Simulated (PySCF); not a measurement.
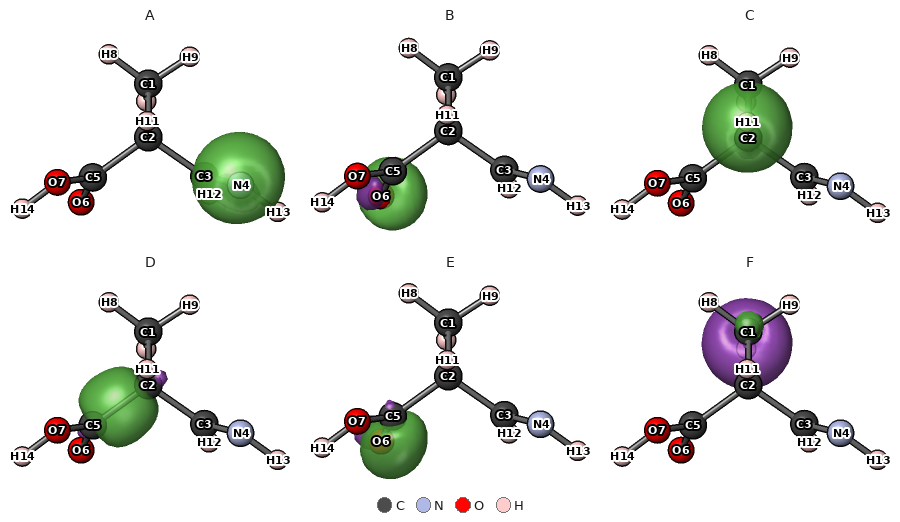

Figure. C4H7NO2, SMILES `CC(C=N)C(=O)O`. Localised orbitals, occupied; each surface holds about 80 % of the orbital's density. Energies are diagonal elements of the Fock matrix.

Level of theory: HF/6-311+G** (PySCF), at a geometry from GFN2-xTB. No frequency check shows the geometry to be a minimum.

**Name the orbitals, with their atomic make-up and energies.**

By panel:
- A: lone pair on N4 (sp1.6-type) (N4 97 %; −15.3 eV)
- B: lone pair on O6 (sp1.9-type) (O6 96 %, C5 3 %; −19.4 eV)
- C: σ bond C2–H11 (C2 55 %, H11 43 %; −18.7 eV)
- D: σ bond C5–C2 (C5 51 %, C2 47 %; −21.3 eV)
- E: bent (banana) bond O6–C5 (O6 66 %, C5 33 %; −23.8 eV)
- F: σ bond C1–H10 (C1 55 %, H10 44 %; −18.2 eV)

**Which localisation scheme gives orbitals like these: Pipek–Mezey, IBO or Foster–Boys?**

Foster–Boys: it mixes σ and π into equivalent bent bonds, while the other two keep them apart.

**How do all the valence pairs divide up?**

20 pairs: 11 σ bonds, 5 lone pairs and 4 bent bonds.

Run time: 10 s on 1 thread of AMD EPYC (Zen 3), with other jobs on the host, peak memory 0.46 GiB.
